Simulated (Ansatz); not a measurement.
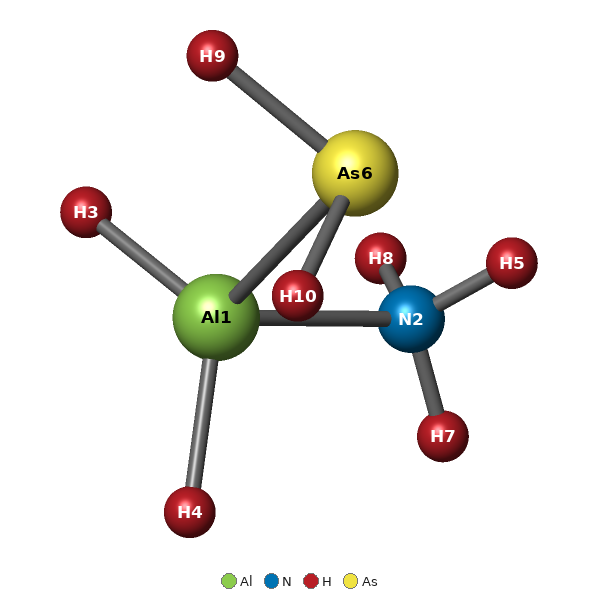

Harmonic vibrations computed with RKS PBE0-D4/def2-TZVP (Ansatz 0.2.0) at a stationary point of the same level.

Question: How many imaginary frequencies does it have?

Answer: A first-order saddle point: one imaginary frequency, 95i cm⁻¹.

Question: List the wavenumbers.

Answer: 24 modes: 95i, 58, 120, 315, 326, 414, 439, 453, 571, 594, 693, 720, 761, 982, 1233, 1654, 1657, 1861, 1862, 2219, 2230, 3484, 3597, 3610 cm⁻¹.
